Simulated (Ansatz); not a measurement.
# Calculations on SiH$_{5}$

## 1. Relaxation

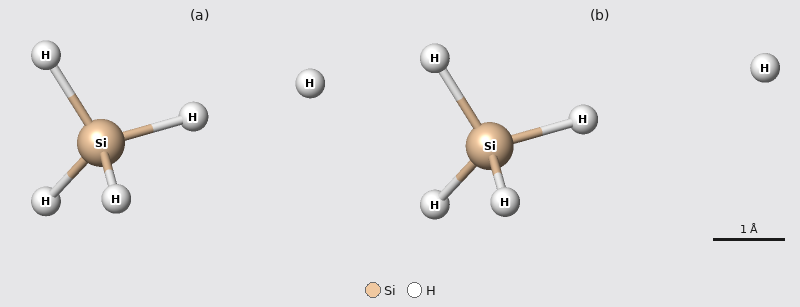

The structure of SiH5 (multiplicity 2) before (left) and after (right) a relaxation, at one scale.

A ball-and-stick model, seen from a free direction.

The run prepares an end point of a later path (reaction) calculation, from a guessed geometry.

The calculation used Ansatz, UKS PBE0-D4/def2-SVP. (collinear spin; force threshold 0.03 eV/Å; at most 50 steps)

**Summarise the run.**

The energy falls by 0.99 kcal/mol in 6 geometry steps. The largest force component goes from 0.5 to 0.012 eV/Å. An H atom moves most after the best rigid fit: 0.87 Å. Largest moves by element: H 0.87 Å, Si 0.18 Å. Among the contacts that change: H–Si 1.476 → 1.493 Å. Cost: 6 s on 1 thread of AMD EPYC 7R13 Processor (Zen 3), with other jobs on the host, peak memory 0.11 GiB.

## 2. Relaxation

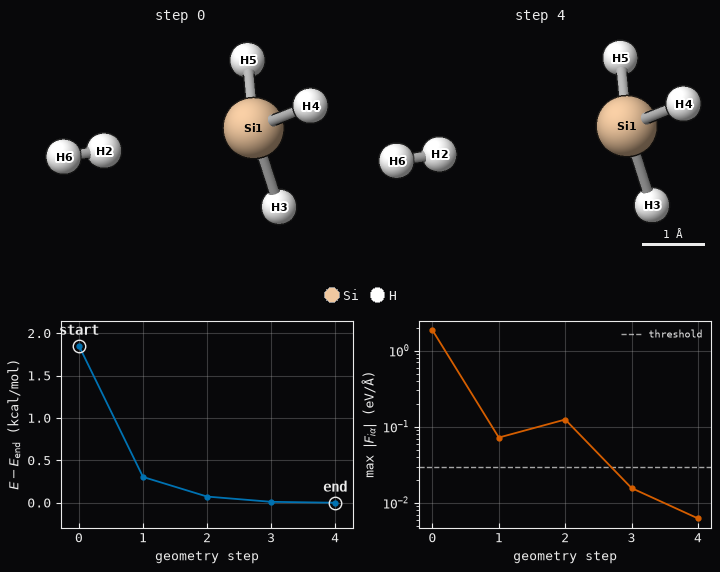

First and last geometry of a relaxation of SiH5 (multiplicity 2), with the history of the run. The picture is a ball-and-stick view, seen at a tilt.

The run prepares an end point of a later path (reaction) calculation, from a guessed geometry.

Method: Ansatz 0.2.0, UKS PBE0-D4/def2-SVP. Set-up: collinear spin; force threshold 0.03 eV/Å; at most 50 steps.

Question: What do the curves and the structures tell?

Answer: It converged. The largest move after the best rigid fit is that of H6, 0.48 Å. Largest moves by element: H 0.48 Å, Si 0.24 Å. Among the contacts that change: H2–H6 0.721 → 0.762 Å. After 4 geometry steps the energy has fallen by 1.85 kcal/mol. The largest force component goes from 1.9 to 0.0062 eV/Å. Cost: 4.5 s on 1 thread of AMD EPYC 7R13 Processor (Zen 3), with other jobs on the host, peak memory 0.11 GiB.

Limits of the set-up: the start holds two separate molecules, 2.7 Å apart at their closest, whose relative position is a soft coordinate.

## 3. Path

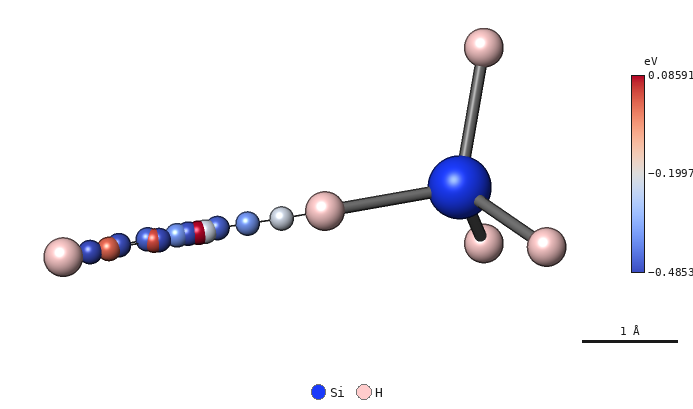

NEB run on SiH₅ (multiplicity 2), made up at the start of SiH4 and H. Images are numbered from 0 (start) to 8 (end). The start is drawn whole; smaller spheres mark the moving atoms (H) in the later images, joined by lines and coloured by the energy of the image relative to the start. The picture is a ball-and-stick view, seen at a tilt.

The calculation used Ansatz 0.2.0, UKS PBE0-D4/def2-SVP.

The input:
```yaml
crystal:
  periodic: [false, false, false]
  atoms:
    - { symbol: Si, position_ang: [0.000294, 0.0, -0.244271] }
    - { symbol: H, position_ang: [8.5e-05, 0.0, 1.249061] }
    - { symbol: H, position_ang: [1.406712, 0.0, -0.744342] }
    - { symbol: H, position_ang: [-0.702808, 1.217933, -0.744645] }
    - { symbol: H, position_ang: [-0.702808, -1.217933, -0.744645] }
    - { symbol: H, position_ang: [-7.5e-05, 0.0, 4.150242] }
magnetization:
  spin_polarized: true
  initial_magnetization: 1
basis:
  gaussian: { orbitals: def2-SVP }
hamiltonian:
  xc: pbe0
  dispersion: d4
neb:
  order_check: false
  images: 7
  f_tol: 0.03
  max_iterations: 60
  final_atoms:
    - { symbol: Si, position_ang: [0.00058969, 0.0, -0.53114485] }
    - { symbol: H, position_ang: [9.163e-05, 0.0, 2.81246318] }
    - { symbol: H, position_ang: [1.42514593, 0.0, -0.97884165] }
    - { symbol: H, position_ang: [-0.71197103, 1.23386, -0.97795244] }
    - { symbol: H, position_ang: [-0.71197103, -1.23386, -0.97795244] }
    - { symbol: H, position_ang: [-0.0004852, 0.0, 3.57482821] }
  initial_path:
    images:
      - { positions_ang: [[0.000294, 0.0, -0.244271], [8.5e-05, 0.0, 1.249061], [1.406712, 0.0, -0.744342], [-0.702808, 1.217933, -0.744645], [-0.702808, -1.217933, -0.744645], [-7.5e-05, 0.0, 4.150242]] }
      - { positions_ang: [[0.00022021, 0.0, -0.18320325], [6.448e-05, 0.0, 1.36429575], [1.39923342, 0.0, -0.67980732], [-0.69903158, 1.21129975, -0.68003334], [-0.69903158, -1.21129975, -0.68003334], [-5.495e-05, 0.0, 3.7801815]] }
      - { positions_ang: [[0.00014642, 0.0, -0.1221355], [4.396e-05, 0.0, 1.4795305], [1.39175484, 0.0, -0.61527264], [-0.69525516, 1.2046665, -0.61542168], [-0.69525516, -1.2046665, -0.61542168], [-3.49e-05, 0.0, 3.410121]] }
      - { positions_ang: [[7.263e-05, 0.0, -0.06106775], [2.343e-05, 0.0, 1.59476525], [1.38427626, 0.0, -0.55073796], [-0.69147874, 1.19803325, -0.55081002], [-0.69147874, -1.19803325, -0.55081002], [-1.485e-05, 0.0, 3.0400605]] }
      - { positions_ang: [[-1.16e-06, 0.0, 0.0], [2.91e-06, 0.0, 1.71], [1.37679768, 0.0, -0.48620328], [-0.68770232, 1.1914, -0.48619836], [-0.68770232, -1.1914, -0.48619836], [5.19e-06, 0.0, 2.67]] }
      - { positions_ang: [[0.00014655, 0.0, -0.13278621], [2.509e-05, 0.0, 1.98561579], [1.38888475, 0.0, -0.60936287], [-0.69376949, 1.202015, -0.60913688], [-0.69376949, -1.202015, -0.60913688], [-0.0001174, 0.0, 2.89620705]] }
      - { positions_ang: [[0.00029427, 0.0, -0.26557243], [4.727e-05, 0.0, 2.26123159], [1.40097181, 0.0, -0.73252246], [-0.69983667, 1.21263, -0.7320754], [-0.69983667, -1.21263, -0.7320754], [-0.00024, 0.0, 3.12241411]] }
      - { positions_ang: [[0.00044198, 0.0, -0.39835864], [6.945e-05, 0.0, 2.53684738], [1.41305887, 0.0, -0.85568206], [-0.70590385, 1.223245, -0.85501392], [-0.70590385, -1.223245, -0.85501392], [-0.0003626, 0.0, 3.34862116]] }
      - { positions_ang: [[0.00058969, 0.0, -0.53114485], [9.163e-05, 0.0, 2.81246318], [1.42514593, 0.0, -0.97884165], [-0.71197103, 1.23386, -0.97795244], [-0.71197103, -1.23386, -0.97795244], [-0.0004852, 0.0, 3.57482821]] }
```

Command:
```bash
ansatz run input.yaml --threads 1 --pin off --max-ram 2048MiB --backend cpu --events-out ev --progress --plain --runs-dir out
```

Describe the path and its energy.

Answer. A hydrogen atom shifts from one atom to another. Breaking: H–Si (1.49 → 3.34 Å). Forming: H–H (2.90 → 0.76 Å). Forward barrier 0.09 eV, backward barrier 0.57 eV, with image 3 at the top; the reaction energy is −0.49 eV. The band is converged. At the top, the vibrational analysis gives one imaginary mode (651i cm⁻¹), as a transition state must have.

Limits of the set-up: the start holds two separate molecules, 2.9 Å apart at their closest, whose relative position is a soft coordinate.
